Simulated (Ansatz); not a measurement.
## A computed series for Al2O3: pressure series

Consider Al$_{2}$O$_{3}$ in the corundum structure (space group R-3c, No. 167; a = 4.774 Å, c = 13.015 Å (hexagonal axes)).

Cell and atoms are relaxed at each pressure.

Method: PBEsol, PAW, 420 eV (Ansatz, a quantum-chemistry and plane-wave program; no spin-orbit coupling).

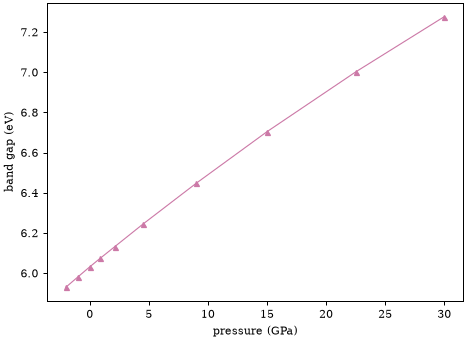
Figure. Band gap against pressure

From the plot, what is the band gap for pressure 30 GPa?

About 7.3 eV.

Is the trend monotonic over the range shown?

Yes, it rises throughout, spanning 5.93 eV to 7.28 eV.

Load acts through the strain it causes; cell and atoms are relaxed under it. Whether these cells are dynamically stable was not tested. Competing high-pressure phases were not computed.
